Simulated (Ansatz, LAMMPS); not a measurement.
# Gap against volume in amorphous 42Ga2O3-58Al2O3 (mol %) (95 atoms)

Density of this cell: 4.22 g/cm³. The cell holds 95 atoms: 16 Ga, 22 Al and 57 O. Its edges and angles: a = 10.202 Å, b = 10.163 Å, c = 9.957 Å, α = 88.1°, β = 88.9°, γ = 90.9°. The starting structure: 95 atoms (16 Fe, 22 Al, 57 O) placed at random at 3.62 g/cm³, melted at 5000 K for 10 ps at fixed volume with the Morse and Coulomb pair potential with partial charges (Pedone, Malavasi, Menziani, Cormack and Segre, J. Phys. Chem. B 110, 11780 (2006)). Quenched from 5000 K to 300 K at 100 K/ps and fixed volume, held 10 ps at zero pressure, then minimised at fixed cell. Then Fe was replaced by Ga and the cell scaled by 1.006 (the potential has no terms for the new elements, so the cell is a start for a DFT relaxation).

Calculated with Ansatz 0.2.0: Kohn-Sham DFT, PBE, PAW (set soft_2), plane waves; cutoff 420 eV, Γ point, fixed occupations. The relaxed cell was scaled evenly and the atoms were relaxed at each volume. The gap is that between the highest filled and the lowest empty Kohn-Sham level on the run's k-points.

```
volume (Å³/atom)  gap (eV)
          9.7716               3.197
          10.206               2.872
          10.532                   ?
          10.857               2.456
          11.183               2.208
          11.509               2.292
```

Task: Fit a straight line in ln V to the rows given and interpolate to the withheld row.

Worked fit:

A volume deformation potential makes the spacing linear in u = ln(V/V0), with V0 = 10.857 Å³ the relaxed volume; v is the spacing.

```
u = ln(V/V0)  v (eV)
   -0.105361  3.1975
  -0.0618756   2.872
           0  2.4557
   0.0295595  2.2076
   0.0582688  2.2915
```

With n = 5: mean u = -0.0158817, mean v = 2.60486, Σ(u − ū)² = 0.017937, Σ(u − ū)(v − v̄) = -0.10897. Slope b = -0.10897 / 0.017937 = -6.0752; intercept a = v̄ − b ū = 2.5084.

At the withheld volume u = -0.03046, and v = a + b u.

Prediction at 10.532: 2.693 eV. The run gave 2.654 eV, so the fit is high by 0.039 eV (1.5 % of the value).

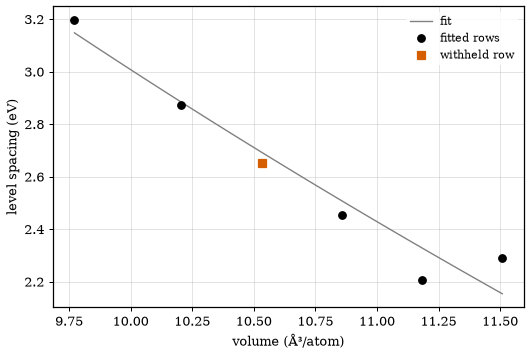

The fit, the rows that it rests on and the withheld row.

The slope, -6.08 eV, says that the spacing narrows on expansion. Among the rows given, the largest miss of the fit is at 11.509, by 0.14 eV (14 % of the range of the table).

Limits: The table spans 16 % in volume, wide for a linear law. Semilocal functionals tend to put gaps under measured ones. Only the Γ point is sampled. Atoms move by up to 1.1 Å in these relaxations, so the structure changes along the series. Defect or tail levels can set the spacing of a disordered cell.

[Logs are printed without paths, hosts, clocks, repeated set-up lines and the standing remarks that a program may print on its own settings, such as how far it seeks lower states.]

[Hosts, paths, dates, database ids (printed as entryN), source tags and the programs' standing remarks are cut or masked in the printed files.]
